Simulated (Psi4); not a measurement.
# SiH2F2 (SMILES F[SiH2]F): SVWN5/aug-cc-pVDZ

Aim: the vertical electron affinity of SiH2F2 at SVWN5/aug-cc-pVDZ, from 2 runs. 

The calculation is run with Psi4 1.11.

### Step 1. The system as given

The species is SiH2F2 (5 atoms), meant as a singlet with charge 0. As SMILES, `F[SiH2]F`. The shape is that of a PBE0-D4/def2-TZVP optimisation.

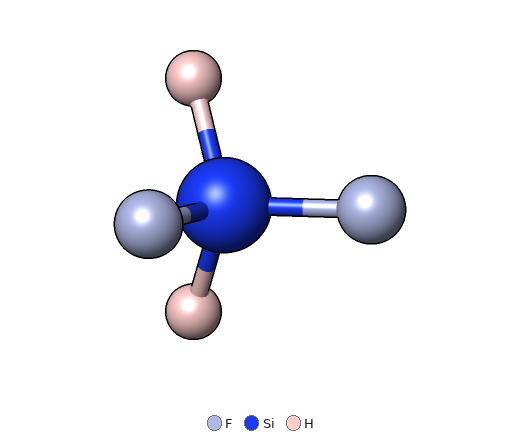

Viewed from a chosen angle; fluorine light blue, silicon blue, hydrogen pink.

### Step 2. Energy and gradient at SVWN5/aug-cc-pVDZ

File calc.in:

```
memory 2.2 GB

molecule {
  F     -1.079010     0.538200     0.980720
  Si    -0.005220    -0.000540    -0.054090
  F      1.247630    -0.520590     0.766910
  H     -0.590470    -1.138740    -0.786300
  H      0.427070     1.121680    -0.907250
  units angstrom
  symmetry c1
  no_reorient
  no_com
}

set basis aug-cc-pVDZ
set reference rks
set puream true
set e_convergence 1e-09
set d_convergence 1e-08
set scf_type pk
set dft_radial_points 99
set dft_spherical_points 590

E, wfn = gradient('scf', dft_functional={"name": "SVWN5", "x_functionals": {"LDA_X": {}}, "c_functionals": {"LDA_C_VWN": {}}}, return_wfn=True)
```

Command:

```
$ psi4 -n 1 calc.in calc.out
```

calc.out, shortened:

```text
[...]
  Running in c1 symmetry.
[...]
  Nuclear repulsion =  118.741930693433218
[...]
  Multiplicity = 1
[...]
  Nalpha       = 17
  Nbeta        = 17
[...]
    Number of basis functions: 91
[...]
   @RKS iter   1:  -487.95719284648567   -2.42830e-01   5.83677e-03 ADIIS/DIIS
[...]
   @RKS iter  10:  -488.06128138006670   -3.27418e-11   9.55807e-09 DIIS
[...]
    Orbital Energies [Eh]
    ---------------------
    Doubly Occupied:
       1A    -65.220085     2A    -24.122931     3A    -24.122921
       4A     -5.109730     5A     -3.554241     6A     -3.551580
       7A     -3.548009     8A     -1.114870     9A     -1.095659
      10A     -0.537802    11A     -0.457289    12A     -0.437740
      13A     -0.432257    14A     -0.391306    15A     -0.381624
      16A     -0.375881    17A     -0.309321
[...]
  @RKS Final Energy:  -488.06128138006670
   => Energetics <=
    Nuclear Repulsion Energy =            118.7419306934332184
    One-Electron Energy =                -916.7692057446597573
    Two-Electron Energy =                 350.1085933419619778
    DFT Exchange-Correlation Energy =     -40.1425996708021557
    Empirical Dispersion Energy =           0.0000000000000000
    VV10 Nonlocal Energy =                  0.0000000000000000
    Total Energy =                       -488.0612813800667027
[...]
 Multipole Moments:
 ------------------------------------------------------------------------------------
     Multipole            Electronic (a.u.)      Nuclear  (a.u.)        Total (a.u.)
 ------------------------------------------------------------------------------------
 L = 1.  Multiply by 2.5417464519 to convert [e a0] to [Debye]
 Dipole X            :         -2.4788185            2.4209281           -0.0578904
 Dipole Y            :         -0.2590094            0.2529776           -0.0060317
 Dipole Z            :        -25.6914092           25.0915189           -0.5998902
 Magnitude           :                                                    0.6027072
[...]
  -Total Gradient:
     Atom            X                  Y                   Z
    ------   -----------------  -----------------  -----------------
       1        0.021819145546    -0.011017196611    -0.022334102098
       2        0.003142280166     0.000332491409     0.032611928811
       3       -0.025702267935     0.010608705433    -0.017962973678
       4        0.003613683607     0.007243252872     0.003454632269
       5       -0.002873238910    -0.007167293061     0.004226449937
[...]
```

Wall time 28 s (1 thread of Intel Xeon Platinum 8259CL at 2.50GHz (Skylake/Cascade Lake), shared host); peak memory 0.6 GiB.

### Step 3. The doublet anion: a single-point energy at USVWN5/aug-cc-pVDZ

File f2h2si.xyz:

```xyz
5
F2H2Si
F     -1.079010     0.538200     0.980720
Si    -0.005220    -0.000540    -0.054090
F      1.247630    -0.520590     0.766910
H     -0.590470    -1.138740    -0.786300
H      0.427070     1.121680    -0.907250
```

File run.py:

```python
import psi4

psi4.set_memory('2200 MB')
psi4.set_num_threads(1)
psi4.set_output_file('f2h2si.out', False)

with open('f2h2si.xyz') as f:
    atoms = ''.join(f.readlines()[2:])
geom = psi4.geometry('-1 2\n' + atoms + 'symmetry c1')

psi4.set_options({
    'basis': 'aug-cc-pVDZ',
    'reference': 'uks',
    'puream': True,
    'e_convergence': 1e-09,
    'd_convergence': 1e-08,
    'scf_type': 'pk',
    'dft_radial_points': 99,
    'dft_spherical_points': 590,
    'maxiter': 100,
})

e, wfn = psi4.energy("scf", dft_functional={"name": "SVWN5", "x_functionals": {"LDA_X": {}}, "c_functionals": {"LDA_C_VWN": {}}}, return_wfn=True)
psi4.oeprop(wfn, "LOWDIN_CHARGES", "MULLIKEN_CHARGES", "MAYER_INDICES")
print(f'scf energy: {e:.10f} Eh')
for k, v in sorted(psi4.core.scalar_variables().items()):
    print(f'{k:45s} {v:18.10f}')
```

Command:

```
$ python run.py
```

f2h2si.out, shortened:

```text
[...]
  Running in c1 symmetry.
[...]
  Nuclear repulsion =  118.741930693433218
[...]
  Multiplicity = 2
[...]
  Nalpha       = 18
  Nbeta        = 17
[...]
    Number of basis functions: 91
[...]
   @UKS iter   1:  -487.78276171315019   -6.83991e-02   7.17239e-03 ADIIS/DIIS
[...]
   @UKS iter  13:  -488.03720092497878   -5.85487e-12   7.21526e-09 DIIS
[...]
   @S^2 Observed:                7.501227897E-01
[...]
  @UKS Final Energy:  -488.03720092497878
   => Energetics <=
    Nuclear Repulsion Energy =            118.7419306934332184
    One-Electron Energy =                -921.6655689342256892
    Two-Electron Energy =                 355.1224283471143508
    DFT Exchange-Correlation Energy =     -40.2359910313006566
    Empirical Dispersion Energy =           0.0000000000000000
    VV10 Nonlocal Energy =                  0.0000000000000000
    Total Energy =                       -488.0372009249787766
[...]
 Multipole Moments:
 ------------------------------------------------------------------------------------
     Multipole            Electronic (a.u.)      Nuclear  (a.u.)        Total (a.u.)
 ------------------------------------------------------------------------------------
 L = 1.  Multiply by 2.5417464519 to convert [e a0] to [Debye]
 Dipole X            :          0.2992106           -0.3127915           -0.0135809
 Dipole Y            :          0.0312032           -0.0326621           -0.0014589
 Dipole Z            :          3.1003609           -3.2418887           -0.1415278
 Magnitude           :                                                    0.1421854
[...]
  Mulliken Charges: (a.u.)
   Center  Symbol    Alpha    Beta     Spin     Total
       1     F     4.76084  4.75548  0.00536 -0.51632
       2    SI     4.94941  6.84032 -1.89091  2.21027
       3     F     4.76084  4.75548  0.00536 -0.51632
       4     H     1.76446  0.32436  1.44009 -1.08882
       5     H     1.76445  0.32436  1.44009 -1.08881
   Total alpha = 18.00000, Total beta = 17.00000, Total charge = -1.00000
  Lowdin Charges: (a.u.)
   Center  Symbol    Alpha    Beta     Spin     Total
       1     F     4.64575  4.62936  0.01639 -0.27511
[...]
```

On the terminal:

```text
scf energy: -488.0372009250 Eh
CURRENT ENERGY                                   -488.0372009250
CURRENT REFERENCE ENERGY                         -488.0372009250
DD SOLVATION ENERGY                                 0.0000000000
DFT FUNCTIONAL TOTAL ENERGY                      -488.0372009250
DFT TOTAL ENERGY                                 -488.0372009250
DFT VV10 ENERGY                                     0.0000000000
DFT XC ENERGY                                     -40.2359910313
GRID ELECTRONS ALPHA                               18.0000714414
GRID ELECTRONS BETA                                16.9999979398
GRID ELECTRONS TOTAL                               35.0000693812
NUCLEAR REPULSION ENERGY                          118.7419306934
ONE-ELECTRON ENERGY                              -921.6655689342
PCM POLARIZATION ENERGY                             0.0000000000
PE ENERGY                                           0.0000000000
SCF ITERATION ENERGY                             -488.0372009250
SCF ITERATIONS                                     13.0000000000
SCF TOTAL ENERGY                                 -488.0372009250
TWO-ELECTRON ENERGY                               355.1224283471
XC GRID RADIAL POINTS                              99.0000000000
XC GRID SPHERICAL POINTS                          590.0000000000
XC GRID TOTAL POINTS                           283779.0000000000
```

Run time: 20 s. Hardware: 1 thread of Intel Xeon Platinum 8259CL at 2.50GHz (Skylake/Cascade Lake), shared host; peak memory 0.61 GiB.

### Step 4. What came out

Level: SVWN5/aug-cc-pVDZ.

| quantity | value |
| --- | --- |
| singlet SiH2F2: total energy | -488.06128 Eh |
| singlet SiH2F2: dipole moment | 1.53 D |
| singlet SiH2F2: HOMO energy | -8.42 eV |
| singlet SiH2F2: LUMO energy | -1.02 eV |
| singlet SiH2F2: HOMO–LUMO gap | 7.40 eV |
| singlet SiH2F2: largest force on an atom | 1.703 eV/Å |
| doublet anion: total energy | -488.03720 Eh |
| doublet anion: HOMO energy (highest over α and β) | 1.93 eV |
| doublet anion: LUMO energy (lowest over α and β) | 2.19 eV |
| doublet anion: ⟨S²⟩ | 0.750 |
| vertical electron affinity (to the doublet anion) | -0.655 eV |

The anion lies 0.66 eV (15.1 kcal/mol) above the neutral: the electron isn't bound at this level, and such a value depends on the basis. The largest force (singlet SiH2F2) is 1.70 eV/Å: the shape isn't a stationary point for this species at this level. The HOMO (doublet anion) lies at positive energy, 1.93 eV, as semi-local functionals often give for anions; only total energies tell whether the electron is bound.
